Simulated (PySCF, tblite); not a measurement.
# C6H13F: a rotation path, then NMR shifts on frames, part 2 of 2

tblite 0.8.0 and PySCF 2.14.0. Atoms count from 0.

## (5) NMR shieldings: image 4, PBE0/pcSseg-1

Job settings and geometry (Å):

```
{"job": {"kind": "nmr", "xc": "PBE0", "basis": "pcSseg-1", "pop": false}, "charge": 0, "multiplicity": 1}
C     -1.919900    -0.934000     0.614500
C     -1.223300    -0.397200    -0.632400
C      0.011400     0.487400    -0.385800
C     -0.364200     1.785000     0.331800
C      1.138600    -0.284600     0.339100
C      2.317200    -0.619600    -0.565900
F      1.621900     0.450800     1.410200
H     -2.813100    -1.482900     0.323500
H     -1.282000    -1.615100     1.173500
H     -2.222200    -0.128300     1.276200
H     -0.929000    -1.240200    -1.262300
H     -1.943600     0.198200    -1.199500
H      0.394600     0.772000    -1.373300
H     -0.702700     1.598400     1.346800
H     -1.157900     2.285800    -0.219500
H      0.493100     2.452000     0.381700
H      0.749700    -1.205300     0.790300
H      3.132300    -1.031100     0.027300
H      2.017700    -1.354500    -1.307800
H      2.676200     0.273900    -1.071700
```

Method: GIAO PBE0/pcSseg-1 NMR shielding, non-relativistic, gas phase.

What it wrote:

```text
coarse grid: 15664 points
cycle   1  E = -335.7585995992  dE =  4.842e-01  |g| = 5.875e-01  |ddm| = 3.629e+00
cycle   2  E = -335.7309234970  dE =  2.768e-02  |g| = 7.420e-01  |ddm| = 1.005e+00
cycle   3  E = -335.8313663257  dE = -1.004e-01  |g| = 7.202e-02  |ddm| = 5.655e-01
cycle   4  E = -335.8321625026  dE = -7.962e-04  |g| = 3.076e-02  |ddm| = 6.702e-02
cycle   5  E = -335.8323520522  dE = -1.895e-04  |g| = 4.446e-03  |ddm| = 2.748e-02
cycle   6  E = -335.8323556377  dE = -3.586e-06  |g| = 1.672e-03  |ddm| = 5.410e-03
final grid: 148688 points
cycle   7  E = -335.8839282146  dE = -5.549e-05  |g| = 1.032e-02  |ddm| = 3.223e-02
cycle   8  E = -335.8839154877  dE =  1.273e-05  |g| = 1.291e-02  |ddm| = 1.966e-02
cycle   9  E = -335.8839549125  dE = -3.942e-05  |g| = 1.234e-03  |ddm| = 1.090e-02
cycle  10  E = -335.8839551424  dE = -2.299e-07  |g| = 2.899e-04  |ddm| = 1.093e-03
cycle  11  E = -335.8839551551  dE = -1.269e-08  |g| = 5.843e-05  |ddm| = 2.140e-04
cycle  12  E = -335.8839551557  dE = -6.660e-10  |g| = 2.263e-05  |ddm| = 6.942e-05
converged SCF energy = -335.8839551557

GIAO shielding tensors (ppm)
atom      isotropic    diamagn.    paramagn.     s11        s22        s33       span
  0 C      178.820     247.788     -68.968    171.199    178.017    187.245     16.045
  1 C      157.012     247.665     -90.654    145.120    155.292    170.623     25.503
  2 C      143.349     249.344    -105.994    129.915    139.369    160.765     30.850
  3 C      171.705     246.900     -75.195    156.027    174.659    184.428     28.401
  4 C       95.919     243.151    -147.233     57.379     79.447    150.931     93.552
  5 C      161.066     248.777     -87.711    141.013    156.824    185.359     44.346
  6 F      380.849     474.820     -93.972    339.869    386.276    416.401     76.533
  7 H       30.804      28.547       2.257     25.977     27.825     38.611     12.634
  8 H       30.753      31.076      -0.323     25.586     30.167     36.506     10.919
  9 H       30.682      30.772      -0.089     25.397     30.387     36.264     10.867
 10 H       30.354      32.309      -1.954     25.232     29.740     36.091     10.860
 11 H       30.346      31.925      -1.579     25.352     29.150     36.536     11.184
 12 H       29.986      34.546      -4.561     27.058     28.649     34.250      7.193
 13 H       30.367      31.364      -0.997     26.945     28.743     35.412      8.467
 14 H       31.168      30.757       0.411     26.765     28.612     38.127     11.362
 15 H       30.264      30.580      -0.317     25.176     28.857     36.759     11.584
 16 H       27.030      32.565      -5.535     24.594     26.566     29.929      5.335
 17 H       30.070      28.597       1.473     25.922     27.445     36.843     10.921
 18 H       30.568      30.465       0.103     26.391     29.068     36.246      9.855
 19 H       30.403      30.358       0.045     26.641     29.253     35.315      8.674
```

It took 26 s on 1 thread of Arm Neoverse V2, shared host; peak memory 0.84 GiB.

Key values: δ C4 91.0, C2 43.6, C1 29.9, C5 25.9, H16 4.69, H12 1.73 ppm.

## (6) Shielding tensors: image 6, PBE0/pcSseg-1

Job settings and geometry (Å):

```
{"job": {"kind": "nmr", "xc": "PBE0", "basis": "pcSseg-1", "pop": false}, "charge": 0, "multiplicity": 1}
C     -1.956700    -0.862900     0.735400
C     -1.342400    -0.419700    -0.587500
C     -0.028500     0.368100    -0.463900
C     -0.241900     1.731100     0.195300
C      1.069000    -0.460000     0.240000
C      2.410800    -0.392400    -0.477500
F      1.239500    -0.035600     1.547000
H     -2.882700    -1.402300     0.548200
H     -1.287700    -1.523300     1.282400
H     -2.184500    -0.010700     1.367900
H     -1.155100    -1.303200    -1.203600
H     -2.061900     0.205000    -1.122500
H      0.325400     0.554000    -1.485100
H     -0.565200     1.626400     1.226900
H     -0.998900     2.286100    -0.355600
H      0.679900     2.308300     0.189000
H      0.757600    -1.509800     0.325600
H      3.192100    -0.827900     0.142400
H      2.347200    -0.956900    -1.404000
H      2.678800     0.636500    -0.703600
```

Level: GIAO PBE0/pcSseg-1 NMR shielding, non-relativistic, gas phase.

What it wrote:

```text
coarse grid: 15664 points
cycle   1  E = -335.7606748420  dE =  4.901e-01  |g| = 5.878e-01  |ddm| = 3.632e+00
cycle   2  E = -335.7316335431  dE =  2.904e-02  |g| = 7.456e-01  |ddm| = 1.005e+00
cycle   3  E = -335.8338781961  dE = -1.022e-01  |g| = 7.257e-02  |ddm| = 5.689e-01
cycle   4  E = -335.8346820531  dE = -8.039e-04  |g| = 3.085e-02  |ddm| = 6.704e-02
cycle   5  E = -335.8348705634  dE = -1.885e-04  |g| = 4.553e-03  |ddm| = 2.707e-02
cycle   6  E = -335.8348743233  dE = -3.760e-06  |g| = 1.582e-03  |ddm| = 5.437e-03
final grid: 148688 points
cycle   7  E = -335.8857374195  dE = -6.054e-05  |g| = 1.077e-02  |ddm| = 3.608e-02
cycle   8  E = -335.8857231920  dE =  1.423e-05  |g| = 1.361e-02  |ddm| = 2.029e-02
cycle   9  E = -335.8857660817  dE = -4.289e-05  |g| = 1.226e-03  |ddm| = 1.124e-02
cycle  10  E = -335.8857663115  dE = -2.298e-07  |g| = 3.058e-04  |ddm| = 1.065e-03
cycle  11  E = -335.8857663261  dE = -1.460e-08  |g| = 5.957e-05  |ddm| = 2.398e-04
cycle  12  E = -335.8857663268  dE = -6.752e-10  |g| = 2.318e-05  |ddm| = 7.139e-05
converged SCF energy = -335.8857663268

GIAO shielding tensors (ppm)
atom      isotropic    diamagn.    paramagn.     s11        s22        s33       span
  0 C      177.975     247.771     -69.796    169.169    177.927    186.829     17.661
  1 C      154.205     247.560     -93.355    139.005    153.508    170.102     31.097
  2 C      144.745     249.491    -104.746    132.407    142.031    159.798     27.391
  3 C      174.246     247.248     -73.002    159.492    177.945    185.302     25.810
  4 C       93.525     242.862    -149.337     57.801     79.847    142.928     85.127
  5 C      161.643     248.320     -86.676    137.417    162.321    185.192     47.776
  6 F      385.445     476.118     -90.673    354.898    389.614    411.824     56.925
  7 H       30.788      28.527       2.261     25.963     27.712     38.690     12.726
  8 H       30.700      31.071      -0.371     25.745     30.315     36.039     10.294
  9 H       30.619      30.799      -0.180     25.513     30.322     36.022     10.509
 10 H       30.303      32.250      -1.948     25.343     29.342     36.223     10.880
 11 H       30.351      31.817      -1.466     25.549     29.085     36.419     10.870
 12 H       30.143      34.612      -4.469     26.497     29.278     34.652      8.155
 13 H       30.229      31.498      -1.269     26.691     28.939     35.057      8.365
 14 H       31.149      30.851       0.298     26.640     28.591     38.216     11.576
 15 H       30.537      30.741      -0.204     25.458     28.952     37.201     11.743
 16 H       27.030      32.585      -5.555     24.962     27.417     28.711      3.748
 17 H       30.177      28.525       1.651     25.942     27.572     37.016     11.073
 18 H       30.738      30.099       0.639     26.686     28.668     36.862     10.176
 19 H       30.251      30.382      -0.131     26.171     29.767     34.816      8.645
```

Wall time 26 s (1 thread of Arm Neoverse V2, shared host); peak memory 0.84 GiB.

This run: δ C4 93.4, C2 42.2, C1 32.7, C5 25.3, H16 4.69, H12 1.57 ppm.

## (7) Nuclear shieldings: image 8, PBE0/pcSseg-1

Job settings and geometry (Å):

```
{"job": {"kind": "nmr", "xc": "PBE0", "basis": "pcSseg-1", "pop": false}, "charge": 0, "multiplicity": 1}
C     -2.000700    -0.712100     0.840300
C     -1.418300    -0.476000    -0.548500
C     -0.058700     0.241500    -0.563300
C     -0.139000     1.625000     0.080500
C      1.049000    -0.614600     0.073900
C      2.452700    -0.190200    -0.335000
F      0.973200    -0.556600     1.456200
H     -2.931100    -1.270400     0.759500
H     -1.314500    -1.280800     1.460600
H     -2.212200     0.230200     1.337700
H     -1.305600    -1.437800    -1.057000
H     -2.123600     0.120400    -1.133100
H      0.221800     0.363800    -1.616400
H     -0.243600     1.538100     1.158100
H     -0.994600     2.168700    -0.312500
H      0.757500     2.202600    -0.131000
H      0.889900    -1.672300    -0.179300
H      3.186300    -0.814200     0.169900
H      2.575300    -0.298800    -1.408400
H      2.630900     0.844200    -0.055200
```

With the program's defaults for keys left out, this is: GIAO PBE0/pcSseg-1 NMR shielding, non-relativistic, gas phase.

What it wrote:

```text
coarse grid: 15664 points
cycle   1  E = -335.7641039675  dE =  4.989e-01  |g| = 5.881e-01  |ddm| = 3.638e+00
cycle   2  E = -335.7342584555  dE =  2.985e-02  |g| = 7.469e-01  |ddm| = 9.913e-01
cycle   3  E = -335.8375717506  dE = -1.033e-01  |g| = 7.304e-02  |ddm| = 5.652e-01
cycle   4  E = -335.8383726572  dE = -8.009e-04  |g| = 3.102e-02  |ddm| = 6.608e-02
cycle   5  E = -335.8385605070  dE = -1.878e-04  |g| = 4.807e-03  |ddm| = 2.643e-02
cycle   6  E = -335.8385647768  dE = -4.270e-06  |g| = 1.511e-03  |ddm| = 5.628e-03
final grid: 148688 points
cycle   7  E = -335.8890414313  dE = -6.568e-05  |g| = 1.051e-02  |ddm| = 3.512e-02
cycle   8  E = -335.8890290004  dE =  1.243e-05  |g| = 1.297e-02  |ddm| = 1.959e-02
cycle   9  E = -335.8890692993  dE = -4.030e-05  |g| = 1.185e-03  |ddm| = 1.081e-02
cycle  10  E = -335.8890695032  dE = -2.039e-07  |g| = 3.266e-04  |ddm| = 9.835e-04
cycle  11  E = -335.8890695194  dE = -1.622e-08  |g| = 6.687e-05  |ddm| = 2.619e-04
cycle  12  E = -335.8890695203  dE = -8.515e-10  |g| = 2.345e-05  |ddm| = 8.372e-05
converged SCF energy = -335.8890695203

GIAO shielding tensors (ppm)
atom      isotropic    diamagn.    paramagn.     s11        s22        s33       span
  0 C      176.511     247.547     -71.036    167.526    177.258    184.748     17.222
  1 C      151.874     247.202     -95.329    134.520    151.143    169.959     35.439
  2 C      145.847     249.743    -103.896    134.910    147.067    155.564     20.654
  3 C      176.112     248.333     -72.222    162.546    179.373    186.417     23.871
  4 C       90.325     243.067    -152.742     56.381     80.135    134.458     78.077
  5 C      163.984     247.717     -83.733    140.305    164.245    187.400     47.095
  6 F      386.798     476.830     -90.032    354.467    391.288    414.638     60.171
  7 H       30.839      28.506       2.334     26.101     27.712     38.705     12.604
  8 H       30.462      31.036      -0.574     24.789     31.146     35.451     10.662
  9 H       30.652      30.724      -0.072     25.781     30.389     35.785     10.004
 10 H       30.129      32.096      -1.967     25.554     28.851     35.983     10.430
 11 H       30.177      31.636      -1.459     25.554     28.784     36.192     10.638
 12 H       30.297      34.381      -4.085     26.133     29.426     35.331      9.199
 13 H       30.167      31.747      -1.580     26.682     29.094     34.725      8.043
 14 H       31.162      31.207      -0.045     26.445     29.118     37.924     11.480
 15 H       30.573      31.194      -0.621     25.138     29.352     37.231     12.093
 16 H       26.885      32.123      -5.238     24.883     26.504     29.267      4.385
 17 H       30.125      28.354       1.771     25.957     27.546     36.873     10.916
 18 H       30.955      29.798       1.156     26.625     28.777     37.462     10.837
 19 H       30.087      30.406      -0.319     25.640     30.410     34.213      8.573
```

Wall time 26 s (1 thread of Arm Neoverse V2, shared host); peak memory 0.84 GiB.

In short: δ C4 96.6, C2 41.1, C1 35.1, C5 22.9, H16 4.83, H19 1.63 ppm.

## (8) Run by run: NMR shifts

Shifts (ppm) of some atoms, chosen among heavy atoms and hydrogens apart, with basis size and wall time:

| frame | C4 | C1 | C5 | C3 | H15 | H8 | F6 | functions | time |
| --- | --- | --- | --- | --- | --- | --- | --- | --- | --- |
| image 0 | 96.2 | 28.3 | 21.5 | 17.3 | 1.82 | 0.48 | -213.6 | 184 | 26 s |
| image 2 | 92.5 | 28.4 | 23.5 | 16.3 | 1.72 | 0.72 | -213.4 | 184 | 26 s |
| image 4 | 91.0 | 29.9 | 25.9 | 15.2 | 1.45 | 0.96 | -209.9 | 184 | 26 s |
| image 6 | 93.4 | 32.7 | 25.3 | 12.7 | 1.18 | 1.02 | -214.5 | 184 | 26 s |
| image 8 | 96.6 | 35.1 | 22.9 | 10.8 | 1.14 | 1.25 | -215.9 | 184 | 26 s |

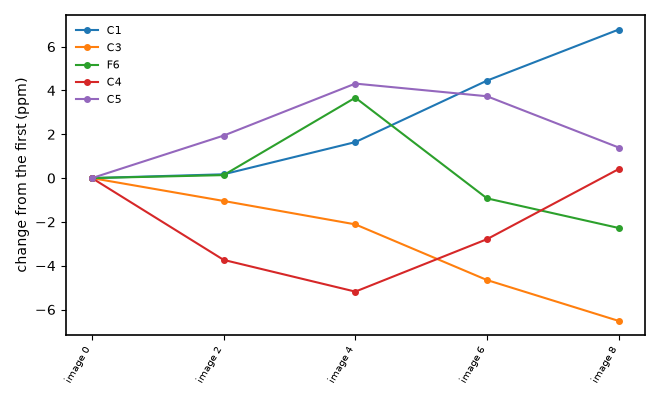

How five of the tabulated atoms move from run to run.

## (9) Summary of results

What follows sums up all 2 parts.

```
                                         quantity                                                                             value
                                          barrier                                                0.133 eV (3.1 kcal/mol) at image 4
                            end to end (GFN2-xTB)                                                                          0.040 eV
  13C shifts against TMS (PBE0/pcSseg-1, image 0)                                             96.2, 42.9, 28.3, 21.5, 17.3, 8.0 ppm
   1H shifts against TMS (PBE0/pcSseg-1, image 0)  4.49, 1.82, 1.69, 1.64, 1.60, 1.32, 1.24, 1.22, 1.07, 1.01, 0.84, 0.68, 0.48 ppm
19F shifts against CFCl3 (PBE0/pcSseg-1, image 0)                                                                        -213.6 ppm
                         range of the shift of C1                                                                  28.3 to 35.1 ppm
```

In words: Along the band the dihedral turns by 106°, and the top (dihedral -126°) lies 3.1 kcal/mol above the start (GFN2-xTB, rough), so at room temperature this motion is fast. Ends this close can change order at a higher level. The top was not checked by a frequency run. Shifts at one fixed geometry are not the observed spectrum, which averages over the motion. In the first frame run (image 0): The largest span, 84 ppm, is at C4, where the paramagnetic term is -155 ppm. In ppm, C1 moves most: its shift spreads over 6.8 ppm, from 28.3 (image 0) to 35.1 (image 8).
